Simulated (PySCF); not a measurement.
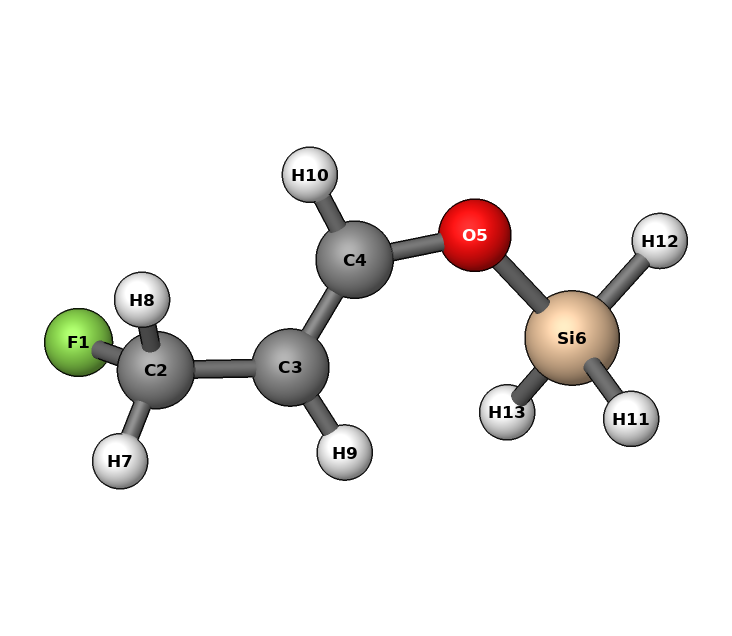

Geometry: a frame of a GFN2-xTB molecular-dynamics simulation, not a minimum. Level of theory: GIAO PBE0/pcSseg-1 NMR shielding, non-relativistic, gas phase (PySCF 2.14.0). Principal shieldings σ11 ≤ σ22 ≤ σ33, span Ω = σ33 − σ11, skew κ = 3(σiso − σ22)/Ω.

Give the shielding tensors of the Si atoms.

| atom | σ11 | σ22 | σ33 | σiso | Ω | κ |
| --- | --- | --- | --- | --- | --- | --- |
| Si6 | 344.7 | 359.4 | 455.7 | 386.6 | 111.0 | 0.74 |

Shieldings and span in ppm.
